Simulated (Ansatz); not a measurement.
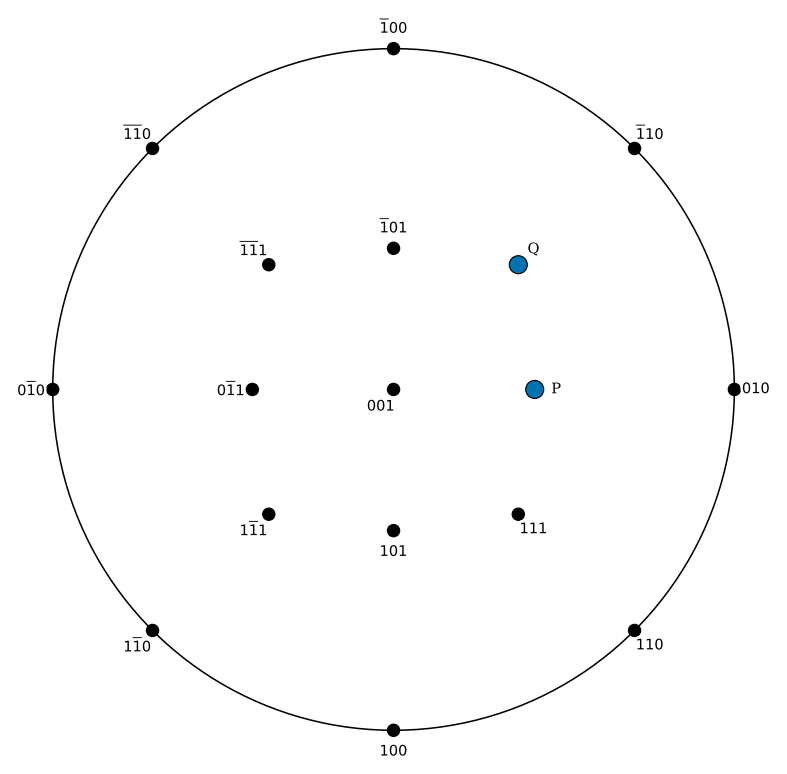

For Nb, the input geometry of an electronic-structure calculation (not necessarily at equilibrium): stereographic projection of plane normals (upper hemisphere) centred on (0 0 1). Symmetry computed with spglib at a tolerance of 0.002 Å; standard conventional cell.

a = 3.328 Å, b = 3.328 Å, c = 3.328 Å, α = 90.00°, β = 90.00°, γ = 90.00°.

Index the poles marked P, Q.

Answer. P is (0 1 1), 45.0° from the centre; Q is (−1 1 1), 54.7° from the centre.

What is the angle between the normals of (0 1 0) and (−1 −1 1), and what are their d_hkl = 1/|g|?

Answer. 125.3°; d = 3.328 Å and 1.921 Å.
